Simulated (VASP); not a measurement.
Band structure of SnSe₂ (1T layered). Method: r2SCAN meta-GGA with spin-orbit coupling, VASP's PBE PAW potentials (set 64) (plane waves; VASP).

The path is coarsely sampled, so an indirect gap can come out somewhat too large.

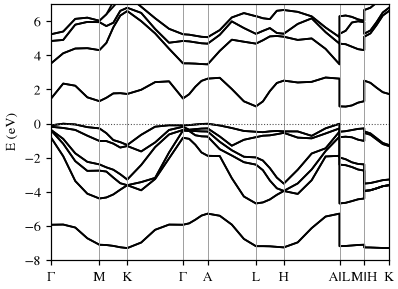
Fig. 1. Bands along high-symmetry lines, zero at the valence-band maximum or, without a gap, the Fermi level

### Question
Read the plot: is there a gap, and where are the band edges?

### Answer
The gap is indirect, 0.99 eV, from the valence maximum at (0.17, 0.00, 0.00) to the conduction minimum at L-M at 0.25.

The compound is SnSe2 in the 1T layered structure. It was relaxed first, which changed the volume by +8 %.
